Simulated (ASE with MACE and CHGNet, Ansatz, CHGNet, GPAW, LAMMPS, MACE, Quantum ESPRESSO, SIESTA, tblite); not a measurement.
## Machine-learned potentials runs on amorphous 29Ga2O3-71GeO2 (mol %) (86 atoms)

Aim: run amorphous 29Ga2O3-71GeO2 (mol %) (86 atoms) in machine-learned potentials and see how near its forces come to a plane-wave reference, and at what cost.

Method: the method is named at each step, in ASE with MACE and CHGNet.

**1. The structure**

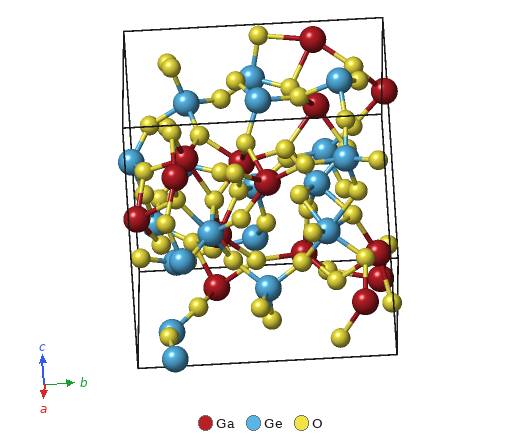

The starting structure, seen slightly off an axis (gallium red, germanium blue, oxygen yellow). Bonds to atoms that aren't drawn are left out. Some periodic images of atoms are drawn too.

The cell holds 86 atoms: 14 Ga, 17 Ge and 55 O. Cell: a = 10.359 Å, b = 10.359 Å, c = 10.359 Å, α = 90.0°, β = 90.0°, γ = 90.0°. 86 atoms (14 Fe, 17 Ge, 55 O) placed at random at 4.41 g/cm³, melted at 5000 K for 10 ps at fixed volume with the Morse and Coulomb pair potential with partial charges (Pedone, Malavasi, Menziani, Cormack and Segre, J. Phys. Chem. B 110, 11780 (2006)). Quenched from 5000 K to 300 K at 100 K/ps and fixed volume, held 5 ps, then minimised at fixed cell. Then Fe was replaced by Ga and the cell scaled by 1.006 (the potential has no terms for the new elements, so the cell is a start for a DFT relaxation).

The yardstick, on the same geometry:

* method: Kohn-Sham DFT, PBE, SSSP efficiency 1.3.0 pseudopotentials, plane waves (Quantum ESPRESSO 7.5); sssp-pbe-1.3.0-efficiency, cutoffs 60/480 Ry, Γ point
* r.m.s. force component: 0.8774 eV/Å
* longest force: 2.829 eV/Å
* pressure: -2.5 GPa
* gap (highest filled to lowest empty level): 0.6447 eV
* time: 5.7 min on 4 MPI ranks of Arm Neoverse V1, shared host
* CPU time: 23 min

**2. MACE MP-0b3 medium potential**

Method: machine-learned interatomic potential MACE MP-0b3 medium, trained on PBE(+U) plane-wave data.

run.py

```python
import numpy as np
from ase.io import read
import mlip  # loads the published weights by name

atoms = read("structure.xyz")
atoms.calc = mlip.calc("mace-mp-0b3-medium")
energy = atoms.get_potential_energy()
forces = atoms.get_forces()
print(f"energy {energy:.6f} eV")
print("forces (eV/A)")
for i, (a, f) in enumerate(zip(atoms, forces)):
    print(f"{i:4d} {a.symbol:2s} {f[0]:10.5f} {f[1]:10.5f} {f[2]:10.5f}")
stress = -atoms.get_stress(voigt=False) * 160.21766
print("stress (GPa, compression positive)")
for row in stress:
    print(" ".join(f"{x:10.4f}" for x in row))
```

structure.xyz

```xyz
86
Lattice="10.35908 0.00000 0.00000 0.00000 10.35908 0.00000 0.00000 0.00000 10.35908" Properties=species:S:1:pos:R:3 pbc="T T T"
Ga 4.58265 4.49688 6.28361
Ga 9.05757 1.92265 7.59424
Ga 6.08855 2.28480 7.18133
Ga 5.42515 9.72542 2.42413
Ga 8.02622 5.56946 6.76293
Ga 0.69188 10.25466 7.47097
Ga 3.19443 7.56244 8.00788
Ga 3.93200 3.16573 0.72006
Ga 3.63448 6.72377 1.87023
Ga 9.73795 9.22176 2.09606
Ga 6.80001 0.23370 4.98707
Ga 0.69996 7.53613 9.85874
Ga 4.82132 3.40140 3.33884
Ga 2.54305 9.68543 0.17072
Ge 0.30435 4.71929 1.32006
Ge 8.06372 8.75964 7.62770
Ge 0.64454 4.99795 8.30954
Ge 4.62668 7.44704 5.24252
Ge 3.72823 0.07251 6.21980
Ge 5.50917 8.62590 9.95394
Ge 2.76981 2.38549 8.23661
Ge 0.02942 2.03566 4.50796
Ge 7.33630 5.31825 1.93311
Ge 5.56977 5.33327 9.31903
Ge 6.95053 1.35248 0.11271
Ge 7.43958 7.81675 4.30161
Ge 0.37313 7.72622 4.89632
Ge 10.35152 1.50890 0.31429
Ge 7.46817 3.16190 4.47129
Ge 2.63670 0.82220 3.04391
Ge 1.90856 4.91859 4.15233
O 9.03540 7.28119 4.89757
O 1.23605 6.23606 5.02788
O 7.53965 9.13785 5.99552
O 2.58604 0.86105 7.29611
O 2.36425 7.58658 0.57679
O 0.56001 8.41623 3.32609
O 4.93248 6.95467 9.12314
O 4.25489 2.87516 7.41648
O 3.37229 2.31567 2.48442
O 9.65901 8.13157 0.56374
O 5.34756 0.60559 6.43475
O 3.28621 0.50055 4.62388
O 9.47908 4.33082 7.80847
O 3.43942 10.08653 1.96999
O 6.67684 5.36414 0.30083
O 9.04845 5.00333 1.79823
O 4.00782 6.25046 6.53544
O 9.12490 10.07503 7.89994
O 2.94996 1.87634 9.87189
O 0.97355 1.03435 3.46667
O 5.80761 3.34401 5.22885
O 1.54412 5.22843 2.43356
O 0.77994 8.90860 6.07539
O 0.81857 0.11975 0.90197
O 0.45994 5.37067 10.06374
[... 26 atom lines left out ...]
O 0.86768 3.53928 4.43058
O 0.16367 1.66097 8.95833
O 4.05061 9.35363 9.32991
O 8.05667 9.29261 3.31014
```

The run is started by

```console
$ OMP_NUM_THREADS=1 python run.py > output.txt
```

Output:

```text
energy -521.586922 eV
forces (eV/A)
   0 Ga   -0.07786    0.02234    0.02966
   1 Ga    0.05067   -0.54692    0.16087
   2 Ga   -0.20824   -0.97601    0.35215
   3 Ga    0.39056    0.14079    0.28844
   4 Ga    0.12226    0.09376    0.45263
   5 Ga   -0.80703   -1.27806   -0.49186
   6 Ga    0.61328   -0.28245    0.24339
   7 Ga    0.87345    0.29013   -1.09521
   8 Ga    0.38701    0.16663    0.22109
   9 Ga    0.01850   -1.79516    0.50853
  10 Ga   -0.51910   -0.45899    0.05247
  11 Ga    0.13191    0.09873    0.98732
  12 Ga   -0.48299    0.74500    0.24288
  13 Ga    0.15769   -0.97128    0.00036
  14 Ge   -0.97932   -1.07212    0.03780
  15 Ge   -0.62678   -0.47570   -0.55794
  16 Ge   -0.23269   -1.07156    0.46075
  17 Ge    1.23007   -0.42489   -1.30101
  18 Ge    0.46206    1.08493   -1.27207
  19 Ge    0.57494   -0.34750   -0.22828
  20 Ge    0.20168    0.54852    1.00070
  21 Ge    0.55847    1.16424    0.22540
  22 Ge    0.33247    0.90003    0.09142
  23 Ge   -0.00593   -0.58754    0.52403
[...]
78 O    -0.38337   -1.31980    1.06795
  79 O     1.63738   -0.62612    0.63725
  80 O    -0.68824   -0.30838    0.97043
  81 O    -0.20818   -0.66211   -1.48738
  82 O    -0.07255    0.60154    0.30776
  83 O    -0.01388   -0.06154   -2.76897
  84 O    -1.83840    0.48927   -0.85539
  85 O     0.10031    0.72692   -0.71780
stress (GPa, compression positive)
   -1.8789    -0.2970    -0.5202
   -0.2970    -2.1468    -0.2003
   -0.5202    -0.2003    -3.5684
```

Wall time 13 s (1 thread of Arm Neoverse V1, shared host); peak memory 1.1 GiB.

Banners, paths, timers and routine set-up lines are dropped from the logs unmarked, and long logs keep their key lines alone; longer cuts are marked.

Numbers from this run, and their distance from the reference:

| Item | Value |
| --- | --- |
| r.m.s. force component | 0.8471 eV/Å |
| r.m.s. difference of force components | 85.56 meV/Å |
| longest difference of force vectors | 371.9 meV/Å |
| force difference over r.m.s. force | 9.752 % |
| slope of forces against the reference's | 0.9613 |
| correlation of force components | 0.9957 |
| pressure | -2.531 GPa |
| pressure difference | -0.0314 GPa |

Length of the force difference by element (eV/Å):

| element | atoms | mean | most |
| --- | --- | --- | --- |
| Ga | 14 | 0.17 | 0.37 |
| Ge | 17 | 0.17 | 0.29 |
| O | 55 | 0.11 | 0.26 |

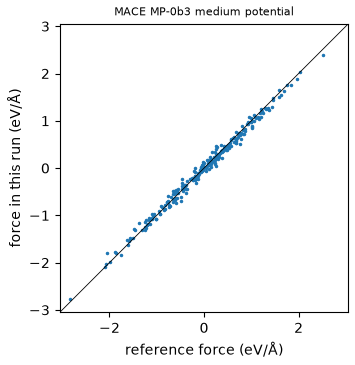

Force components against those of the reference; the line marks equality.

A closer look about O84, which bears the longest force: 9 atoms, nearest first, numbered in the order of the input, with positions taken from that point.

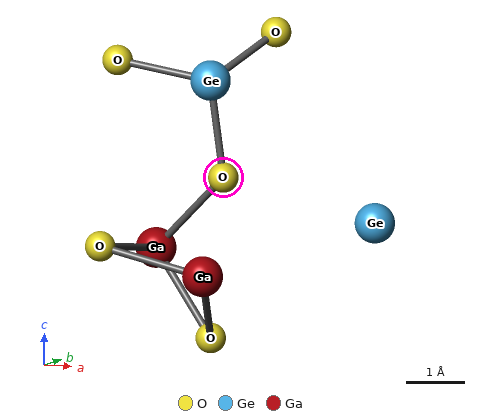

The atoms of the table, within 2.8 Å (arrows a, b, c point along x, y, z); some may hide others; the central atom is ringed.

| atom | x | y | z | distance (Å) | bonds | Fx | Fy | Fz (eV/Å) |
| --- | --- | --- | --- | --- | --- | --- | --- | --- |
| O84 | 0.00 | 0.00 | 0.00 | 0.00 | 3 | -0.01 | -0.06 | -2.77 |
| Ge28 | -0.17 | -0.15 | 1.72 | 1.73 | 4 | -0.88 | 0.98 | -0.40 |
| Ga2 | -1.47 | 0.26 | -1.36 | 2.02 | 5 | 0.05 | -0.55 | 0.16 |
| Ga6 | 0.53 | -1.77 | -1.49 | 2.37 | 6 | -0.81 | -1.28 | -0.49 |
| O49 | -1.40 | -1.95 | -1.06 | 2.62 | 3 | 1.75 | 1.89 | 0.44 |
| O66 | -1.89 | -0.38 | 1.99 | 2.77 | 2 | -0.61 | -0.36 | 1.05 |
| O61 | 0.32 | 1.35 | 2.41 | 2.78 | 2 | 0.70 | -0.18 | 0.63 |
| Ge21 | 2.61 | 0.72 | -0.72 | 2.80 | 4 | 0.20 | 0.55 | 1.00 |
| O71 | -0.15 | -0.18 | -2.81 | 2.82 | 3 | -0.12 | -0.67 | 2.40 |

Atoms are counted from 1 here, from 0 in the log.

Forces lie 9.8 % from the reference's, at 0.0059 times its CPU time (on 1 against 4 cores).

**3. MACE MPA-0 medium potential**

Method: machine-learned interatomic potential MACE MPA-0 medium, trained on PBE(+U) plane-wave data.

Changes to run.py since step 2:

```diff
@@ -5,3 +5,3 @@
 atoms = read("structure.xyz")
-atoms.calc = mlip.calc("mace-mp-0b3-medium")
+atoms.calc = mlip.calc("mace-mpa-0-medium")
 energy = atoms.get_potential_energy()
```

structure.xyz is that of step 2.

Output:

```text
energy -520.355905 eV
forces (eV/A)
   0 Ga   -0.11695    0.11610    0.01882
   1 Ga    0.08643   -0.51490    0.12216
   2 Ga   -0.18516   -0.98597    0.36005
   3 Ga    0.40702    0.13745    0.26322
   4 Ga    0.23617    0.20892    0.29624
   5 Ga   -1.00876   -1.43915   -0.52734
   6 Ga    0.63786   -0.43751    0.11824
   7 Ga    1.17184    0.35119   -1.11265
   8 Ga    0.29678    0.01632    0.19851
   9 Ga   -0.15159   -2.01704    0.61626
  10 Ga   -0.46904   -0.69366    0.01497
  11 Ga    0.13789    0.18900    0.98020
  12 Ga   -0.44347    0.72148    0.04058
  13 Ga    0.15840   -1.09709   -0.13694
  14 Ge   -0.97397   -0.86851    0.16143
  15 Ge   -0.52223   -0.53702   -0.45547
  16 Ge   -0.29990   -0.98117    0.26847
  17 Ge    1.29643   -0.48201   -1.24286
  18 Ge    0.50631    0.89479   -1.25083
  19 Ge    0.64682   -0.41114   -0.28063
  20 Ge    0.12240    0.77527    0.98630
  21 Ge    0.45252    1.13109    0.29346
  22 Ge    0.22065    0.89602   -0.07734
  23 Ge   -0.01327   -0.64335    0.60834
[...]
78 O    -0.49252   -1.44592    1.04232
  79 O     1.64007   -0.58029    0.61620
  80 O    -0.67966   -0.35228    0.98922
  81 O    -0.18335   -0.67881   -1.54471
  82 O    -0.05378    0.53379    0.29691
  83 O    -0.00924   -0.06898   -2.70335
  84 O    -1.71398    0.52979   -0.84991
  85 O     0.16439    0.76856   -0.71199
stress (GPa, compression positive)
   -1.8612    -0.1998    -0.6195
   -0.1998    -2.0506    -0.2282
   -0.6195    -0.2282    -3.4099
```

Wall time 7.6 s (1 thread); peak memory 1.1 GiB.

Compared with the plane-wave run:

```yaml
r_m_s_force_component: 0.8595 eV/Å
r_m_s_difference_of_force_components: 81.24 meV/Å
longest_difference_of_force_vectors: 261.8 meV/Å
force_difference_over_r_m_s_force: 9.26 %
slope_of_forces_against_the_reference_s: 0.9755
correlation_of_force_components: 0.9958
pressure: -2.441 GPa
pressure_difference: 0.0594 GPa
```

Against the first run (9.8 %), the force difference from the reference is 9.3 %, at 0.90 times the CPU time.

**4. CHGNet r2SCAN potential**

Method: machine-learned interatomic potential CHGNet r2SCAN, trained on r2SCAN plane-wave data.

Changes to run.py since step 3:

```diff
@@ -5,3 +5,3 @@
 atoms = read("structure.xyz")
-atoms.calc = mlip.calc("mace-mpa-0-medium")
+atoms.calc = mlip.calc("chgnet-r2scan")
 energy = atoms.get_potential_energy()
```

structure.xyz is that of step 3.

Output:

```text
CHGNet vr2scan initialized with 412,525 parameters
CHGNet will run on cpu
energy -873.794006 eV
forces (eV/A)
   0 Ga   -0.08863    0.20600   -0.07076
   1 Ga    0.02060   -0.35397   -0.00979
   2 Ga   -0.08939   -0.80277    0.02011
   3 Ga    0.11776    0.37104    0.33570
   4 Ga    0.16246   -0.03412    0.13990
   5 Ga   -0.54361   -1.14609   -0.36801
   6 Ga    0.51925   -0.39894   -0.02878
   7 Ga    0.83189    0.29795   -0.86617
   8 Ga    0.47587   -0.01648    0.22709
   9 Ga    0.07067   -1.59677    0.41591
  10 Ga   -0.60776   -0.09735   -0.18503
  11 Ga    0.30163    0.36409    0.76426
  12 Ga   -0.53655    0.61278   -0.03027
  13 Ga   -0.05757   -0.73799   -0.05090
  14 Ge   -0.49434   -0.80178    0.02154
  15 Ge   -0.57390   -0.58158   -0.35851
  16 Ge   -0.07972   -0.68136    0.33442
  17 Ge    0.94105   -0.40679   -0.93504
  18 Ge    0.13395    0.69870   -0.98674
  19 Ge    0.26721   -0.22843   -0.18480
  20 Ge    0.05443    0.31310    0.75877
  21 Ge    0.41571    0.72939    0.04499
  22 Ge    0.11499    0.60922    0.16120
  23 Ge   -0.08264   -0.46641    0.47438
[...]
78 O    -0.37503   -1.01948    0.64773
  79 O     1.26979   -0.53130    0.34726
  80 O    -0.41766   -0.27870    0.98405
  81 O    -0.17440   -0.30646   -0.96965
  82 O    -0.02877    0.42288    0.19939
  83 O    -0.25243   -0.18544   -2.03026
  84 O    -1.21443    0.15102   -0.43582
  85 O    -0.00959    0.01351   -0.20967
stress (GPa, compression positive)
   -6.2043    -0.0181    -0.3815
   -0.0181    -6.3115    -0.0389
   -0.3815    -0.0389    -7.5127
```

It took 3.6 s on 1 thread; peak memory 1.3 GiB.

Numbers from this run, and their distance from the reference:

| Item | Value |
| --- | --- |
| r.m.s. force component | 0.6391 eV/Å |
| r.m.s. difference of force components | 305.6 meV/Å |
| longest difference of force vectors | 923.7 meV/Å |
| force difference over r.m.s. force | 34.84 % |
| slope of forces against the reference's | 0.7046 |
| correlation of force components | 0.9673 |
| pressure | -6.676 GPa |
| pressure difference | -4.176 GPa |

Against the first run (9.8 %), the force difference from the reference is 35 %, at 0.40 times the CPU time; this potential was trained at another functional than the reference's, which explains only part of so large a difference.

**5. The ladder**

Differences are against the plane-wave reference, forces as r.m.s. over components; share is that over the reference's r.m.s. force, slope the least-squares factor from reference forces to these. Total energies of different programs have different zeros and aren't compared.

| run | Δ force, r.m.s. (meV/Å) | share (%) | slope | Δ pressure (GPa) | cores | CPU time | memory (GiB) |
| --- | --- | --- | --- | --- | --- | --- | --- |
| reference | - | - | - | - | 4 | 23 min | 3.6 |
| MACE MP-0b3 medium potential | 85.6 | 9.75 | 0.961 | -0.0314 | 1 | 8.1 s | 1.1 |
| MACE MPA-0 medium potential | 81.2 | 9.26 | 0.976 | 0.0594 | 1 | 7.3 s | 1.1 |
| CHGNet r2SCAN potential | 306 | 34.8 | 0.705 | -4.18 | 1 | 3.2 s | 1.3 |

Times of the machine-learned potentials are mostly Python's start and the loading of weights.

CPU time is summed over cores on a shared host, where runs went side by side, so it is rough. Symmetry, cutoffs, thresholds, outputs and thread counts weren't matched or tuned between programs; memory under MPI is the largest rank's times the ranks.

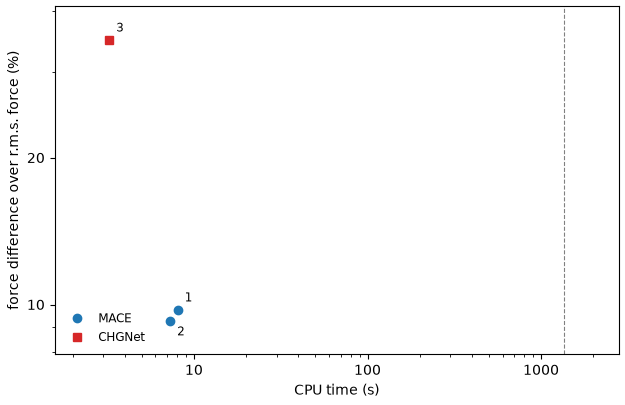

Force difference against CPU time; the dashed line marks the reference's time. Points: 1 MACE MP-0b3 medium potential; 2 MACE MPA-0 medium potential; 3 CHGNet r2SCAN potential.

**6. Results**

```
nearest in forces : MACE MPA-0 medium potential, 9.3 %
its CPU time      : 7.3 s
```

**Reading.** Machine-learned potentials differ by 9.3 % (MACE MPA-0 medium potential) to 35 % (CHGNet r2SCAN potential); they were trained on other programs' data, some at another functional. The reference's pressure holds the uncorrected Pulay stress of its 60 Ry basis, so small pressure differences, and their order, may be the reference's own error. Machine-learned potentials mimic data converged in k, so the reference's own k-point error enters their differences. The quench rate of 100 K/ps is many orders above laboratory rates, so the cell is likely richer in defects and strain than a real sample. The network of bonds at the start is that of the classical potential that made the cell, and needn't be the one that DFT or experiment would give. The reference's pressure of -2.5 GPa belongs to a cell and atoms that aren't relaxed at this level. The electronic-structure runs sample only Γ, in a cell whose shortest periodic width is 10 Å.

[Also dropped from logs without a mark: logging warnings of Python, and SIESTA's first energy breakdown and zero terms.]

[Logs are printed without paths, hosts, clocks, repeated set-up lines and the standing remarks that a program may print on its own settings, such as how far it seeks lower states.]

[Hosts, paths, dates, database ids (printed as entryN), source tags and the programs' standing remarks are cut or masked in the printed files.]
